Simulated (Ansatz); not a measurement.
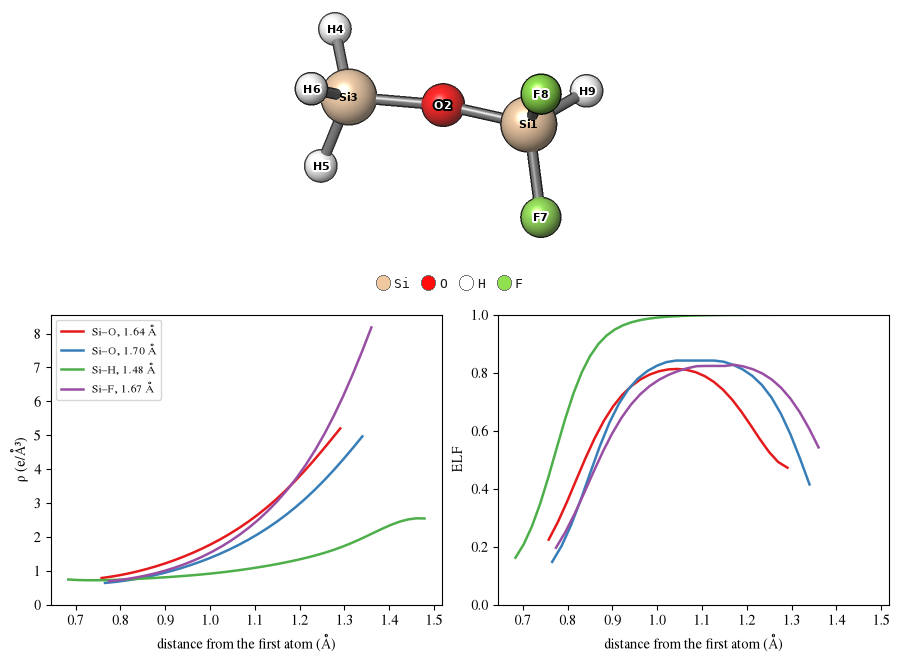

Figure 1: F2H4OSi2. Total electron density and electron localisation function along straight lines between neighbouring atoms. The curves leave out the atomic cores. The structure is drawn too.

These are results of Ansatz, RKS r2SCANh-D4/6-31G, not measurements.

```xyz
9

Si   -0.0306   -0.0575   -0.1948
O    -0.8051   -0.4090    1.2060
Si   -1.4479   -0.4557    2.7806
H    -2.6562   -1.3375    2.7546
H    -0.4128   -1.0175    3.7041
H    -1.8246    0.9298    3.2045
F     1.6114    0.1061    0.0862
F    -0.5140    1.4444   -0.7535
H    -0.2604   -1.0778   -1.2399
```

> What can be read from the curves?

Si–O (1.64 Å): the density is about 0.92 e/Å³ at the midpoint; the ELF peaks at about 0.80 between the atoms: a shared but strongly polarised pair.
Si–O (1.70 Å): the density is about 0.8 e/Å³ at the midpoint; the ELF peaks at about 0.85 between the atoms: a shared but strongly polarised pair.
Si–H (1.48 Å): the density is about 0.72 e/Å³ at the midpoint; the ELF climbs to about 1 towards the hydrogen, as it does in any bond to H.
Si–F (1.67 Å): the density is about 0.81 e/Å³ at the midpoint; the ELF peaks at about 0.85 in the valence shell of F, 0.5 Å from its nucleus, and is about 0.40 at the midpoint.
